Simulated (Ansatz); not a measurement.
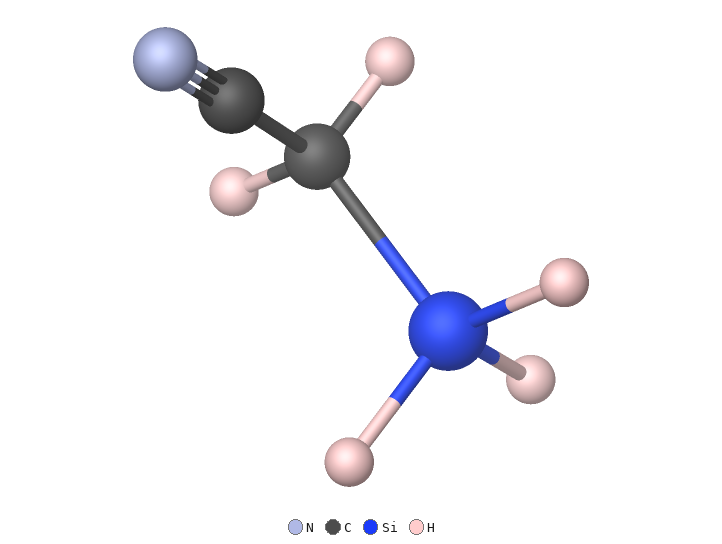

A ball-and-stick model of a molecule. Multiple sticks mark multiple bonds (one Kekulé form).

Computed geometry: PBE0-D4/def2-TZVP optimisation.

What is the molecular formula?

Answer. C2H5NSi, 9 atoms: 2 carbon, 5 hydrogen, 1 nitrogen and 1 silicon.

Name some functional groups or characteristic bonds that it holds.

Answer. Among them: nitrile, Si–H bond.

The parts below concern this one geometry. Atoms keep their numbers from picture to picture.

**Shape**

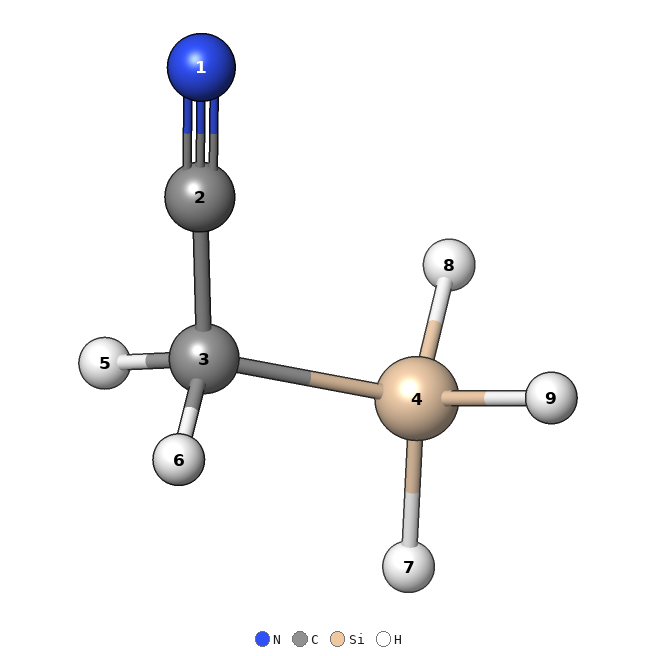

Give these bond angles: N1–C2–C3, C2–C3–Si4, C2–C3–H5, Si4–C3–H5, C3–Si4–H7, C3–Si4–H8.

```json
{"angle": "N1–C2–C3", "degrees": "177.9"}
{"angle": "C2–C3–Si4", "degrees": "111.7"}
{"angle": "C2–C3–H5", "degrees": "109.6"}
{"angle": "Si4–C3–H5", "degrees": "109.2"}
{"angle": "C3–Si4–H7", "degrees": "107.6"}
{"angle": "C3–Si4–H8", "degrees": "109.3"}
```

**Vibrations**

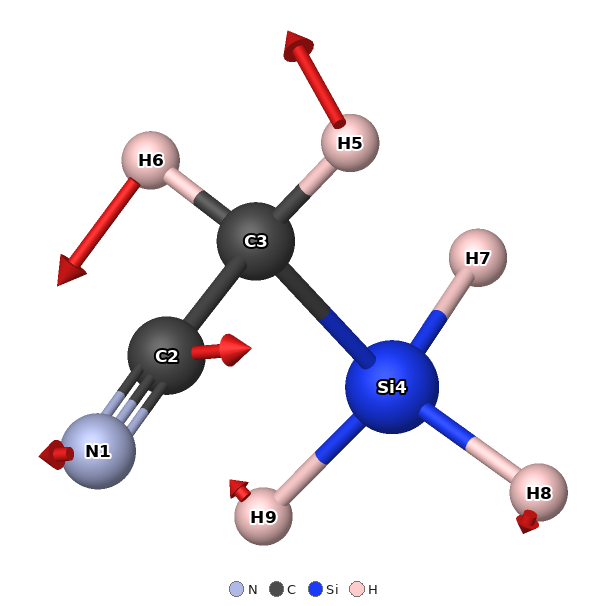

The arrows show one normal mode. Harmonic vibrations computed with RKS PBE0-D4/def2-TZVP (Ansatz 0.2.0) at a stationary point of the same level.

At what wavenumber does it lie?

Answer. 385 cm⁻¹; it is mode 3 of 21 counted from the lowest.

**Levels of theory compared**

Program: Ansatz 0.2.0.

At this fixed geometry, give HOMO energy (eV) at these levels: B3LYP-D4/def2-TZVPP; BHLYP-D4/def2-TZVPP; BLYP-D4/def2-TZVPP; PBE0-D4/def2-SVP; PBE0-D4/def2-TZVPP; SPW92 (LDA)/def2-TZVPP; r2SCAN-D4/def2-TZVPP; r2SCAN0-D4/def2-TZVPP; ωB97M-V/def2-QZVPP; ωB97M-V/def2-SVP; ωB97M-V/def2-TZVPP.

```csv
level,HOMO energy (eV)
B3LYP-D4/def2-TZVPP,−8.72
BHLYP-D4/def2-TZVPP,−10.11
BLYP-D4/def2-TZVPP,−7.52
PBE0-D4/def2-SVP,−8.90
PBE0-D4/def2-TZVPP,−8.95
SPW92 (LDA)/def2-TZVPP,−7.84
r2SCAN-D4/def2-TZVPP,−7.92
r2SCAN0-D4/def2-TZVPP,−9.12
ωB97M-V/def2-QZVPP,−11.20
ωB97M-V/def2-SVP,−11.11
ωB97M-V/def2-TZVPP,−11.19
```

**Charges**

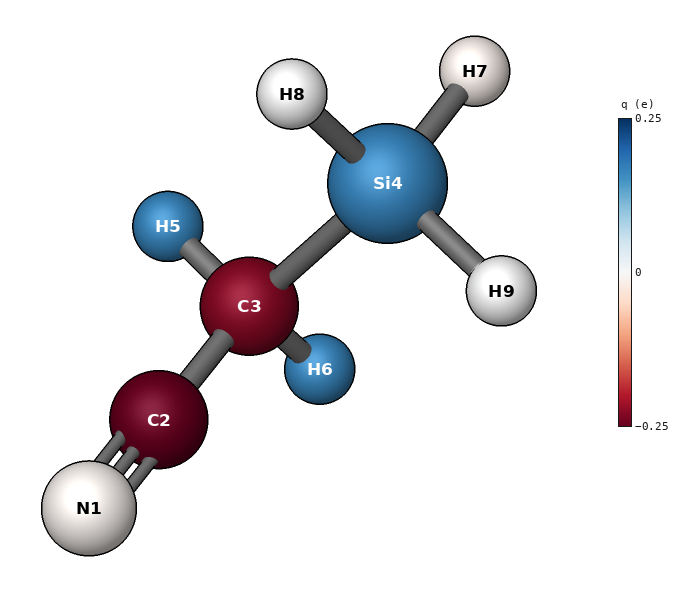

Atoms are coloured by their Mulliken charges. Properties computed with RKS PBE0-D4/def2-TZVP (Ansatz 0.2.0).

Give the Mulliken charges atom by atom.

```json
{"atom": "N1", "value (e)": "−0.01"}
{"atom": "C2", "value (e)": "−0.25"}
{"atom": "C3", "value (e)": "−0.23"}
{"atom": "Si4", "value (e)": "0.17"}
{"atom": "H5", "value (e)": "0.17"}
{"atom": "H6", "value (e)": "0.17"}
{"atom": "H7", "value (e)": "−0.01"}
{"atom": "H8", "value (e)": "0.00"}
{"atom": "H9", "value (e)": "0.00"}
```

Mulliken values depend strongly on the basis set and can even reverse the polarity of a bond.
